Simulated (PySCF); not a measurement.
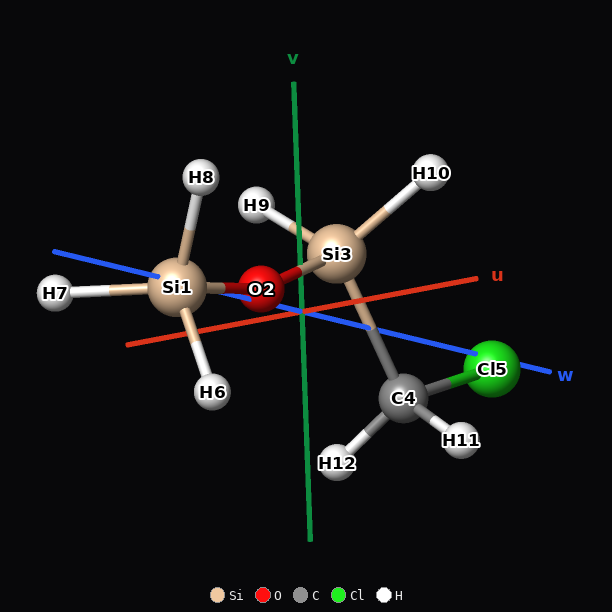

The lines u, v and w are the principal axes of the static dipole polarisability. The computed structure is the end point of a GFN2-xTB optimisation. No frequency run is at hand to confirm it as a minimum. Level of theory: CAM-B3LYP/def2-SVPD (PySCF 2.14.0).

> Along which axis is the molecule most polarisable, and along which least?

Most along w (nearly parallel to the Si1–O2 bond), least along u.

> Give the three principal values.

u 70.0, v 73.8, w 97.3 bohr³; mean 80.4, anisotropy 25.7 bohr³.

The geometry is semi-empirical. Around Si such bond lengths and angles can be off by a tenth of an ångström or more and by several degrees, and values that hang on the shape move with them.
